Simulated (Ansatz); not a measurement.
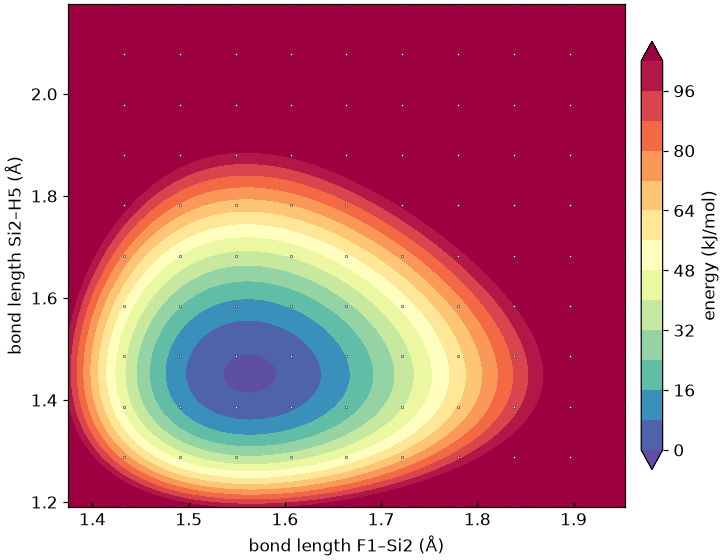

FHOSSi, SMILES F[SiH]1OS1. Coordinates scanned: (1) bond length F1–Si2; (2) bond length Si2–H5. Nothing is relaxed (all other coordinates rigid). The grid has 11 × 11 points. Points are written as (first, second). Energies: kJ/mol, counted from the lowest grid point. The reference is spin-restricted, which grows unreliable where a bond is stretched far. All numbers below come from Ansatz 0.2.0, RKS BHLYP-D4/def2-TZVP.

In the figure: filled contours, dots at the grid points, one colour for all values above the top of the scale. Between grid points the surface is interpolated.

> Where is the minimum, and how stiff is the well along each coordinate?

The interpolated minimum is at bond length F1–Si2 ≈ 1.563 Å, bond length Si2–H5 ≈ 1.451 Å. The curvatures there are about 40 eV/Å² and 21 eV/Å², with a cross term of about 0 eV/Å². Round the minimum the two coordinates are nearly uncoupled. (1 eV is 96.5 kJ/mol.)
